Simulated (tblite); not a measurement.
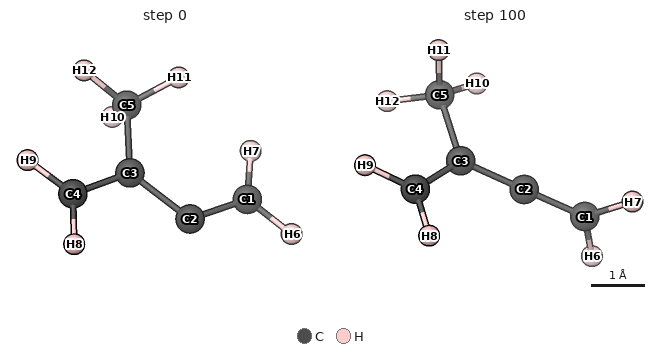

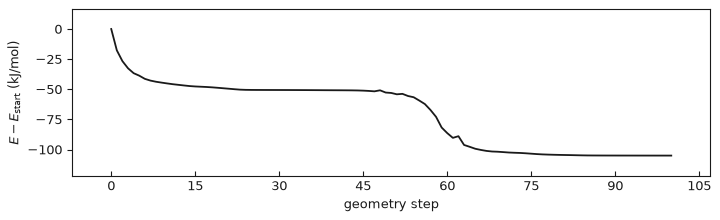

First and last geometry of a relaxation of C5H7 (multiplicity 2), with the history of the run. Style: ball-and-stick. Shown from a free direction.

All numbers below come from GFN2-xTB geometry optimisation, gas phase (tblite 0.8.0). 

What do the curves and the structures tell?

It converged. The energy falls by 105.0 kJ/mol in 100 geometry steps. The atom that moves furthest after the best rigid fit is H7 (1.76 Å). By element the largest moves are H 1.76 Å, C 0.69 Å. Among the contacts that change: C2–C3 1.436 → 1.349 Å, C1–C2 1.332 → 1.288 Å, C3–C4 1.345 → 1.378 Å, C3–C5 1.478 → 1.511 Å. Bond angles that change, for instance: C1–C2–C3 118.2° → 179.3°, C2–C3–C5 124.6° → 118.0°, C2–C3–C4 117.0° → 122.3°. Groups turn about C3–C5 by about 70°.
